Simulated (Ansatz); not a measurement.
# TiB2, pressure series

The parent structure is TiB2 (space group P6/mmm, No. 191).

```
CELL_PARAMETERS angstrom
      3.03199     0.00000     0.00000
     -1.51599     2.62578     0.00000
      0.00000     0.00000     3.22435
ATOMIC_POSITIONS crystal
  Ti 0.00000 0.00000 0.00000
  B  0.33333 0.66667 0.50000
  B  0.66667 0.33333 0.50000
```

Cell and atoms are relaxed at each pressure.

Level of theory: PBE, PAW, 420 eV (Ansatz, a first-principles code; scalar-relativistic without spin-orbit coupling).

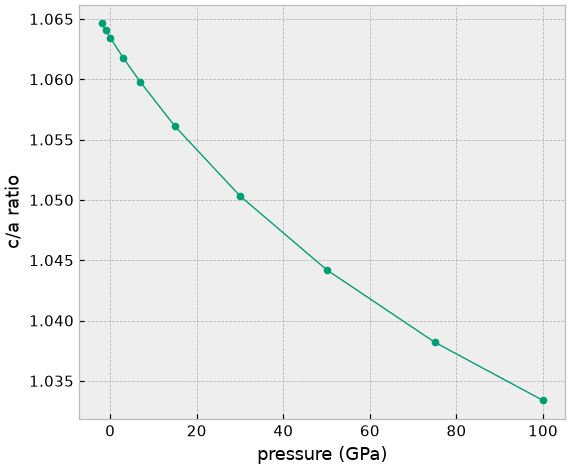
Figure: c/a ratio against pressure

```tsv
pressure (GPa)	c/a ratio
-2	1.065
-1	1.064
3	1.062
7	1.060
15	1.056
30	1.050
50	1.044
75	1.038
100	1.033
```

Load acts through the strain it causes; cell and atoms are relaxed under it. Whether these cells are dynamically stable was not tested. No other phases were tried under pressure. All final runs are without spin polarisation.
